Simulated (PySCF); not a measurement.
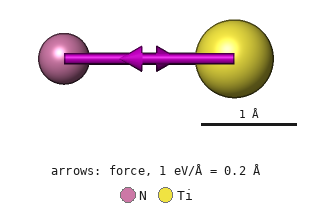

Starting geometry of TiN (multiplicity 2) with the computed forces as purple arrows. A ball-and-stick model, seen face on.

The start comes from GFN2-xTB. Its atoms were then displaced at random by about 0.03 Å.

These are results of PySCF 2.14.0, density-fitted response routines, PBE0-D3(BJ)/def2-SVP geometry optimisation, gas phase, not measurements. 

Question: What follows when this structure is relaxed?

Answer: It isn't relaxed: the largest force vector, on N atoms, is 6.09 eV/Å. The atoms end up moving mostly along the starting forces (cosine between the two patterns 1.00). After 6 geometry steps the energy has fallen by 28.4 kcal/mol. The largest moves after the best rigid fit, 0.13 Å, are those of N and Ti atoms. By element the largest moves are Ti 0.13 Å, N 0.13 Å. Near-neighbour distances that change, for instance: N–Ti 1.794 → 1.534 Å. The run took 23 s on 1 thread of Intel(R) Xeon(R) Platinum 8259CL CPU @ 2.50GHz, with other jobs on the host.
